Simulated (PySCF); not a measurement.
Molecule: SMILES C([SiH2]N)C[SiH](C)C (C₄H₁₅NSi₂). Atoms near the plane z = 0.0 Å, at the GFN2-xTB optimised geometry (x, y, z in Å): Si1 (1.2, -1.1, 0.0), C2 (3.1, -1.1, 0.0), C4 (0.6, 0.8, 0.0), C5 (-0.8, 1.0, 0.6), Si6 (-2.3, 0.2, -0.2), H9 (3.5, -0.5, -0.9), H10 (3.5, -2.1, 0.0), H11 (3.5, -0.6, 0.9), H15 (1.3, 1.4, 0.5), H16 (0.6, 1.1, -1.0), H18 (-0.9, 2.1, 0.7), H19 (-3.5, 0.8, 0.2), H20 (-2.3, -1.2, 0.1).

Level of theory: CAM-B3LYP/def2-SVP (PySCF). Cells within 0.4 Å of a nucleus heavier than hydrogen are left out (blank, or x). The values are rescaled to run from 0 to 1.

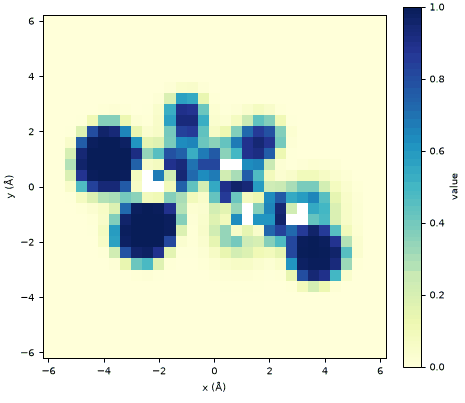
Fig. 1. a field on the plane z = 0.0 Å.

Q: Which quantity is mapped?
(A) electrostatic potential
(B) deformation density (molecule minus spherical neutral atoms)
(C) an orbital amplitude
(D) electron localisation function

A: D, electron localisation function
